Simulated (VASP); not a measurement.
Band structure of LiIn (space group Fd-3m). Calculation: PBEsol GGA, VASP's PBE PAW potentials (set 64) (plane waves; VASP 6.6.1).

Unless said otherwise, spin-orbit coupling is left out, though it shifts the bands of the heavy elements here.

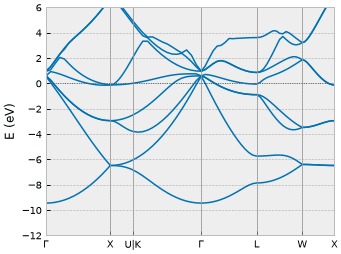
Fig. 1. Bands along high-symmetry lines, zero at the valence-band maximum or, without a gap, the Fermi level

Q: Read the plot: is there a gap, and where are the band edges?

A: It has no gap at this level: it comes out as a metal or semimetal. (Edges off the drawn lines would not show.)

The structure comes from a measured LiIn entry (Fd-3m) of the Crystallography Open Database, whose conditions weren't checked. It was relaxed first.
